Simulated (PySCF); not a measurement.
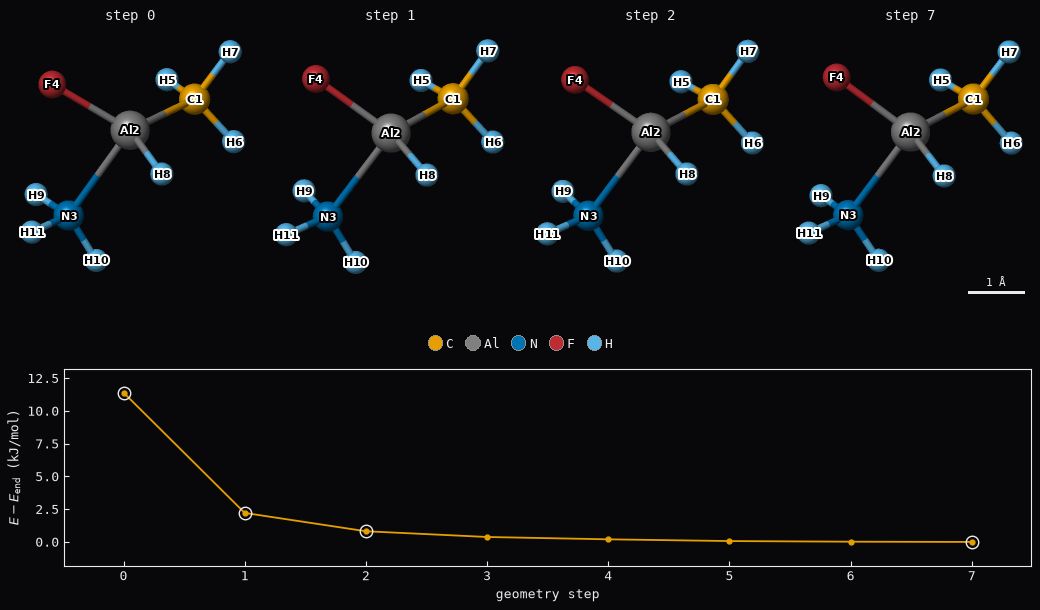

Frames of a relaxation of CH7AlFN, marked on the history of the run. Style: ball-and-stick. Shown from a free direction.

The start comes from GFN2-xTB. Its atoms were then displaced at random by about 0.01 Å.

Theory: PBE0-D3(BJ)/def2-SVP geometry optimisation, gas phase in PySCF 2.14.0, density-fitted response routines. 

Describe the path.

Answer. The largest move after the best rigid fit is that of F4, 0.16 Å. By element the largest moves are F 0.16 Å, H 0.13 Å, C 0.04 Å, Al 0.03 Å, N 0.01 Å. Among the contacts that change: Al2–H8 1.552 → 1.602 Å, C1–H5 1.074 → 1.104 Å, C1–Al2 1.992 → 1.964 Å, C1–H6 1.077 → 1.105 Å. Among the angles between lasting bonds that change: C1–Al2–F4 122.8° → 116.5°, Al2–C1–H5 116.8° → 112.4°, Al2–N3–H10 118.0° → 113.8°. The energy falls by 11.4 kJ/mol in 7 geometry steps. From step 0 to 1: F and H atoms move most (0.16 Å), energy −9.18 kJ/mol. From step 1 to 2: F4 moves most (0.04 Å), energy −1.40 kJ/mol. From step 2 to 7: H9 moves most (0.09 Å), energy −0.82 kJ/mol.
